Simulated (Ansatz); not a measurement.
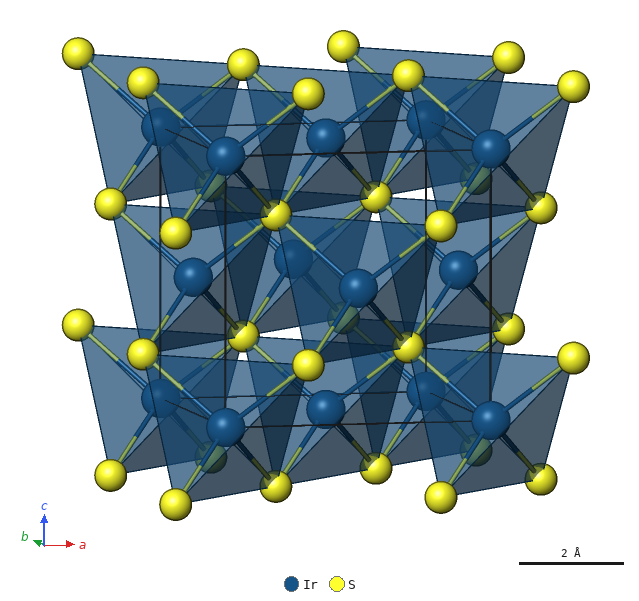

Shown here is a polyhedral view of the crystal, taken slightly off an axis. Atoms at the boundary of the conventional unit cell (the box) are drawn once for each face, edge or corner they touch. A few atoms beyond the faces are included.

IrS, zinc blende (sphalerite type), space group F-43m (No. 216), a = 5.273 Å, b = 5.273 Å, c = 5.273 Å, α = 90.00°, β = 90.00°, γ = 90.00°. Provenance: a structure type filled with these elements by a generator (whether the compound takes this form wasn't checked). Earlier steps of the study, as a rule a relaxation of our own, may have changed the cell and positions, so they can lie some per cent off the listed ones. It went into a calculation with Ansatz.

This one geometry was computed with Ansatz (DFT, plane waves, PAW) at five levels of theory: r2SCAN, LDA, PBE with spin-orbit coupling, PBE and PBEsol.

Which level gives the highest pressure at this volume, and what does that say about its equilibrium volume?

Answer. Highest: PBE with spin-orbit coupling (0.4 GPa) and PBE (0.0 GPa), which points to the largest equilibrium volume. Lowest, with the smallest volume: LDA (-8.4 GPa). Levels within 0.5 GPa of each other can't be told apart.

How does the band gap change with the level of theory?

Answer. All levels give a metal.

Collect the results in a table.

Answer.
| level | cutoff (eV) | k-mesh of the run's cell | gap (eV) | pressure (GPa) |
| --- | --- | --- | --- | --- |
| r2SCAN | 500 | 10×10×10 | metal | -3.3 |
| LDA | 420 | 10×10×10 | metal | -8.4 |
| PBE with spin-orbit coupling | 420 | 10×10×10 | metal | 0.4 |
| PBE | 420 | 10×10×10 | metal | 0.0 |
| PBEsol | 420 | 10×10×10 | metal | -5.6 |

Gaps are taken on the k-mesh or band path of each run.
